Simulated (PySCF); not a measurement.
**NMR shielding calculation, with input and output: C$_{5}$H$_{9}$N$_{2}$Si (charge −1)**

System: C$_{5}$H$_{9}$N$_{2}$Si, charge −1.
Method: GIAO PBE0/pcSseg-1 NMR shielding, non-relativistic, IEF-PCM chloroform (PySCF 2.14.0).

The geometry comes from this level: GFN2-xTB, coordinate held. Figures and captions count atoms from 1; the log counts them from 0 in places.

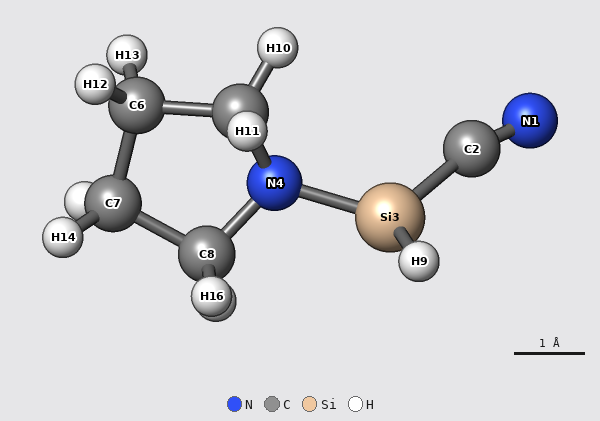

The structure (ball-and-stick view, seen at a tilt; atoms are numbered from 1 in the order of the input). Bond lengths as drawn: C–C 1.54 Å, C–H 1.09 to 1.11 Å, C–N 1.17 to 1.43 Å, C–Si 1.79 Å, H–Si 1.46 Å and N–Si 1.75 Å.

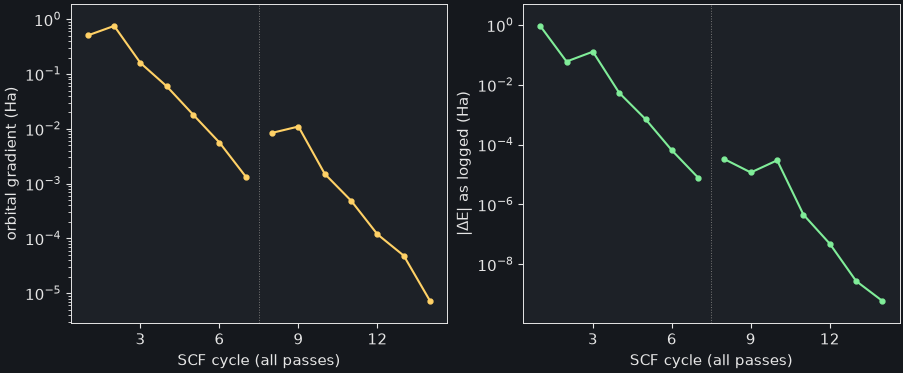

Convergence of the self-consistent field: orbital gradient and size of the energy change against the SCF cycle. The dotted line marks the change from a coarse to the final integration grid. The first 7 cycles use a coarse grid, the final grid takes over at cycle 8, and the field converges after 14 cycles in all.

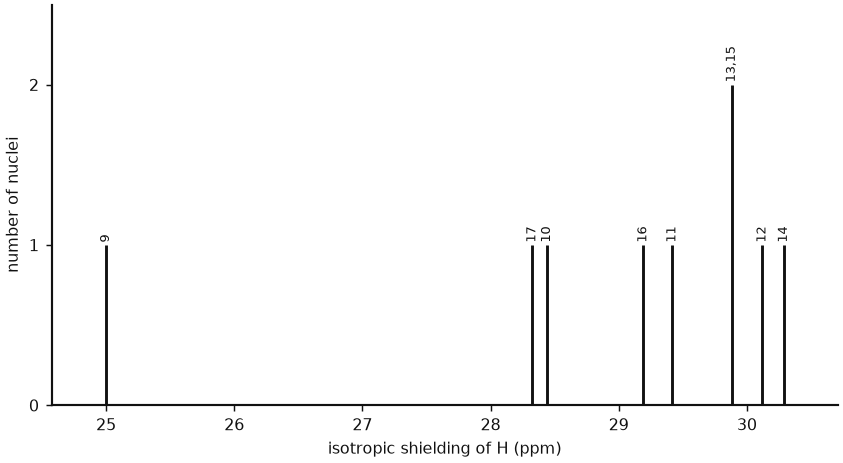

Isotropic shieldings of the hydrogen nuclei in this fixed geometry, labelled by atom number; shielding grows to the right, so chemical shift grows to the left. The least shielded is H9 (25.0 ppm), the most shielded H14 (30.3 ppm).

The input that produced these results follows, with the program's output.

**Input**
```
{"job": {"kind": "nmr", "xc": "PBE0", "basis": "pcSseg-1", "solvent": "chloroform", "every": 1, "pop": false}, "charge": -1, "multiplicity": 1}
N      4.513878     0.658062    -0.627712
C      3.504896     0.167202    -0.302112
Si     2.066297    -0.875780    -0.091663
N      0.504660    -0.103612    -0.198647
C     -0.064104     0.563968     0.935810
C     -1.429851     1.058243     0.434484
C     -1.802628     0.033720    -0.651407
C     -0.561106    -0.875748    -0.740717
H      2.142121    -2.013833     0.816691
H      0.590065     1.374969     1.265627
H     -0.225082    -0.121645     1.798151
H     -2.170586     1.105078     1.235750
H     -1.328157     2.055178     0.002988
H     -2.696476    -0.536329    -0.387765
H     -1.983979     0.527168    -1.607059
H     -0.752241    -1.801851    -0.154412
H     -0.318140    -1.179391    -1.761170
```

The first line tells a small driver script what to run in PySCF; the rest is the geometry in Å.

Command:
```bash
OMP_NUM_THREADS=1 python <driver script> task.json out
```

**The program's output**
```
coarse grid: 14760 points
cycle   1  E = -594.3442134473  dE =  9.345e-01  |g| = 5.065e-01  |ddm| = 3.894e+00
cycle   2  E = -594.2840712743  dE =  6.014e-02  |g| = 7.549e-01  |ddm| = 1.525e+00
cycle   3  E = -594.4126440176  dE = -1.286e-01  |g| = 1.590e-01  |ddm| = 8.086e-01
cycle   4  E = -594.4180408654  dE = -5.397e-03  |g| = 5.953e-02  |ddm| = 1.521e-01
cycle   5  E = -594.4187525214  dE = -7.117e-04  |g| = 1.815e-02  |ddm| = 5.727e-02
cycle   6  E = -594.4188172193  dE = -6.470e-05  |g| = 5.618e-03  |ddm| = 2.338e-02
cycle   7  E = -594.4188250709  dE = -7.852e-06  |g| = 1.340e-03  |ddm| = 8.310e-03
final grid: 138304 points
cycle   8  E = -594.4638708216  dE = -3.259e-05  |g| = 8.443e-03  |ddm| = 2.936e-02
cycle   9  E = -594.4638591025  dE =  1.172e-05  |g| = 1.101e-02  |ddm| = 1.972e-02
cycle  10  E = -594.4638889854  dE = -2.988e-05  |g| = 1.505e-03  |ddm| = 1.103e-02
cycle  11  E = -594.4638894396  dE = -4.542e-07  |g| = 4.886e-04  |ddm| = 1.153e-03
cycle  12  E = -594.4638894881  dE = -4.849e-08  |g| = 1.190e-04  |ddm| = 3.986e-04
cycle  13  E = -594.4638894909  dE = -2.742e-09  |g| = 4.856e-05  |ddm| = 1.653e-04
cycle  14  E = -594.4638894915  dE = -5.903e-10  |g| = 7.217e-06  |ddm| = 7.628e-05
converged SCF energy = -594.4638894915

GIAO shielding tensors (ppm)
atom      isotropic    diamagn.    paramagn.     s11        s22        s33       span
  0 N     -186.505     341.880    -528.385   -282.997   -182.662    -93.856    189.141
  1 C       35.721     258.329    -222.608    -82.603    -62.210    251.976    334.580
  2 Si     394.974     883.218    -488.244    142.756    402.463    639.702    496.946
  3 N      230.097     324.133     -94.037    187.246    241.465    261.579     74.333
  4 C      118.960     245.776    -126.815     73.927    116.980    165.973     92.046
  5 C      156.016     248.461     -92.444    123.004    167.866    177.180     54.176
  6 C      158.880     248.873     -89.993    129.082    170.054    177.504     48.422
  7 C      125.259     244.384    -119.126     79.763    125.809    170.203     90.439
  8 H       24.998      30.340      -5.343     18.015     24.602     32.375     14.360
  9 H       28.438      31.286      -2.848     23.693     28.128     33.493      9.799
 10 H       29.416      30.797      -1.380     24.158     29.901     34.191     10.032
 11 H       30.119      29.830       0.290     25.490     27.612     37.256     11.766
 12 H       29.861      30.491      -0.630     24.863     27.929     36.793     11.930
 13 H       30.286      29.773       0.513     25.660     27.802     37.398     11.738
 14 H       29.900      30.072      -0.172     24.978     27.656     37.065     12.087
 15 H       29.190      30.206      -1.016     22.676     29.974     34.919     12.243
 16 H       28.324      30.180      -1.856     23.805     27.513     33.652      9.847
```

**Summary**

| quantity | value |
| --- | --- |
| outcome | converged |
| total energy | −594.463889 hartree |
| HOMO | −2.76 eV |
| LUMO | 1.26 eV |
| isotropic shielding, N | −186.5 to 230.1 ppm |
| isotropic shielding, C | 35.7 to 158.9 ppm |
| isotropic shielding, Si | 395.0 ppm |
| isotropic shielding, H | 25.0 to 30.3 ppm |
| hardware | 1 CPU thread, shared host |
| wall time | 20 s |
| peak memory | 1 GiB |
